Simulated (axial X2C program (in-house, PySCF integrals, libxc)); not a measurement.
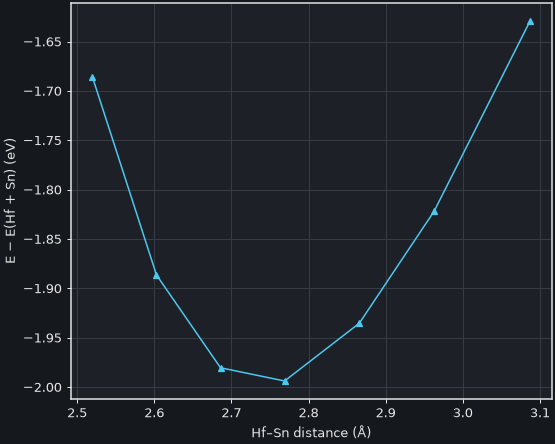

*Energy at 7 bond lengths, for one set of occupations held fixed; the line joins the points.*

A polynomial of degree 5 through 7 points gives rₑ = 2.743 Å, ωₑ = 189.3 cm⁻¹, ωₑxₑ = 0.39 cm⁻¹ and Bₑ = 0.03114 cm⁻¹. The minimum lies 2.00 eV below Hf + Sn, each computed as one determinant at the same level.

Run report: HfSn, relativistic diatomic calculation

HfSn, single determinant with M_S = 1 and |Λ| = 0 (not the lowest found). Computed at this level: PBE0, spin-free X2C-1e, Hf dyall-v2z, Sn dyall-v2z (cores contracted) (axial X2C program (in-house, PySCF integrals, libxc)).

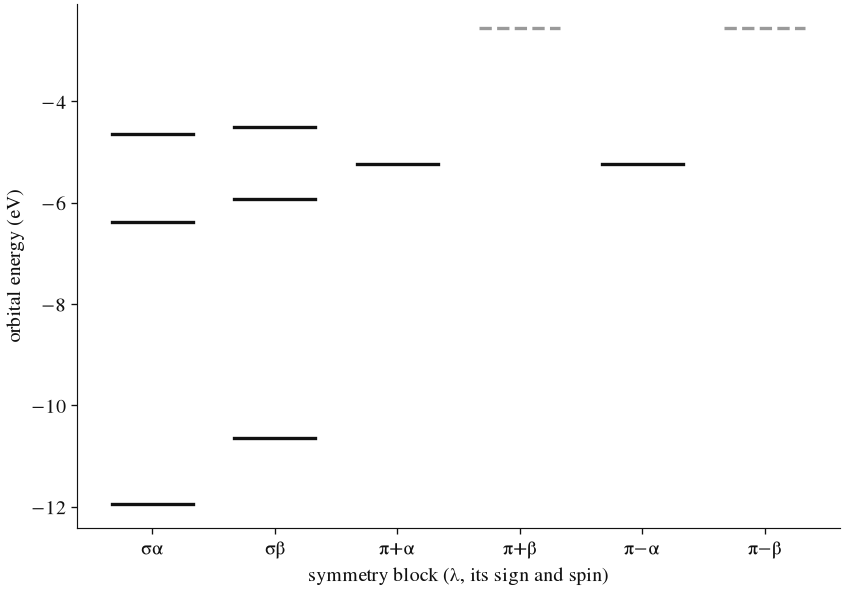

*Orbital energies near the frontier at 2.77 Å, filled (solid) and empty (dashed); a label such as π−α means λ = −1 and α spin.*

The highest filled orbital (σβ; 65 % Hf d, 24 % Sn p) lies at −4.51 eV, the lowest empty one (π+β; 49 % Sn p, 42 % Hf d) at −2.55 eV.

These pictures come from the run below.

**The input**
```
{"zs": [72, 50], "q": 0, "bas": ["dyall-v2z", "dyall-v2z"], "levels": ["PBE0", "HF", "TPSS", "r2SCAN0"], "cc": false, "r0": 2.92, "npts": 10, "nst": 2, "ntry": 6}
```

The line is the task of a batch: nuclear charges, charge, bases, the levels to run, a first guess of the distance and further settings. This report covers PBE0 without spin-orbit coupling. The log is that of the reference distance 2.769 Å.

The run was one of a batch that the task file lists, launched with:
```bash
python <driver script> task.json out
```

**Log**
```
spin-free X2C-1e  PBE0
basis functions 200  fitting functions 1269  grid points 5803
iter        total energy     max residual
   1     -21254.703050469     1.47e+00
   2     -21254.772589672     1.84e-03
   3     -21254.772328858     3.64e-03
   4     -21254.772661865     5.24e-04
   5     -21254.772670317     1.31e-04
   6     -21254.772670398     1.63e-04
   7     -21254.772671206     5.84e-05
   8     -21254.772671412     2.98e-05
   9     -21254.772671633     1.76e-05
  10     -21254.772671785     1.52e-05
  11     -21254.772671877     4.74e-06
  12     -21254.772671894     2.74e-06
  13     -21254.772671898     1.05e-06
  14     -21254.772671899     1.29e-07
converged
one-electron -30564.32529261  Coulomb 9100.66506334  exact exchange -117.91365725  xc functional -361.18649189  nuclear repulsion 687.98770650
```

**The points of the curve**

| R (Å) | E (hartree) | dipole (D; origin at the first atom, positive when the second is positive) | highest filled (eV) | lowest empty (eV) |
| --- | --- | --- | --- | --- |
| 2.520 | −21254.761351 | −3.08 | −4.49 | −2.82 |
| 2.603 | −21254.768726 | −3.12 | −4.49 | −2.72 |
| 2.686 | −21254.772179 | −3.15 | −4.50 | −2.63 |
| 2.769 | −21254.772672 | −3.15 | −4.51 | −2.55 |
| 2.866 | −21254.770520 | −3.12 | −4.54 | −2.47 |
| 2.963 | −21254.766355 | −3.05 | −4.60 | −2.41 |
| 3.087 | −21254.759262 | −2.96 | −4.68 | −2.47 |

**Key numbers**

- outcome: converged
- bond length rₑ: 2.743 Å
- ωₑ: 189.3 cm⁻¹
- energy at the minimum: −21254.77279 hartree
- depth below the fragments: 2.00 eV
- largest ⟨S²⟩ along the curve: 2.27
- hardware: 1 thread of Arm Neoverse N1, 98 GiB of memory available, shared host
- wall time: 14 s

**Notes**

⟨S²⟩ reaches 2.27 where a pure state of this multiplicity has 2.00, so the determinant is spin-contaminated. Caveats: 7 of the 10 points asked for were kept.
